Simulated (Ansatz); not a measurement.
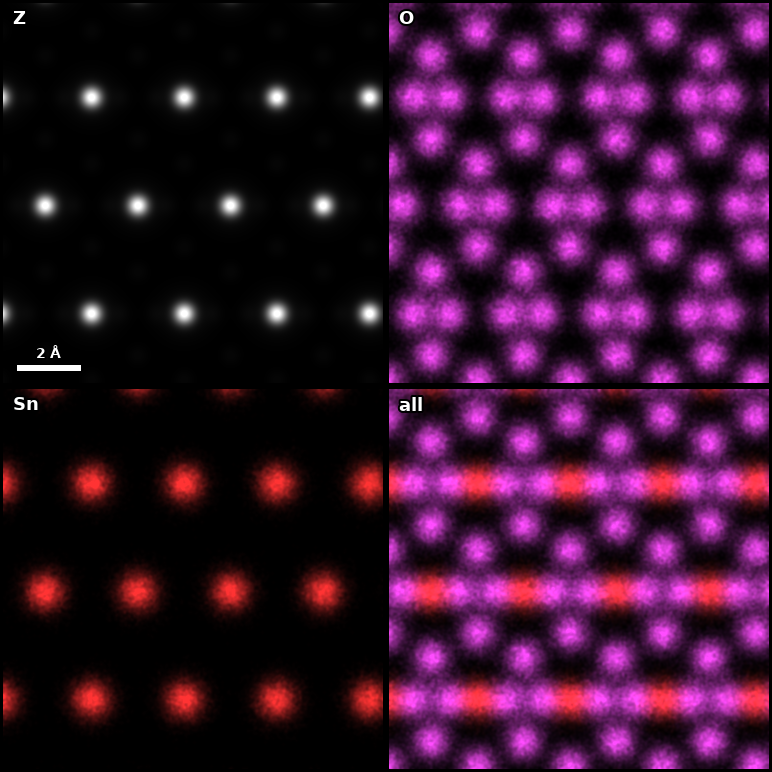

A crystal along [111]. Panel Z: Simulated incoherent Z contrast: every atom adds Z^1.7 spread by a probe of 0.50 Å full width; channelling and multiple scattering are left out. The probe carries 25 % of its weight in a tail 2.5 times as wide. The other panels are simulated element maps (the number of atoms of one element along the beam, blurred by 0.9 Å, with counting noise; each on its own scale, no channelling); the last overlays them.

### Which columns does each element occupy?

The projected cell (2.93 × 3.71 Å, 113°) holds 5 columns: 4 of O and 1 of Sn. No column is shared by two of the mapped elements. The brightest columns of the Z-contrast image hold Sn.

The crystal is SnO$_{2}$ (P4_2/mnm, No. 136). Atomic positions: coordinates from a relaxation with DFT PBE, scalar-relativistic, plane waves, PAW (Ansatz).
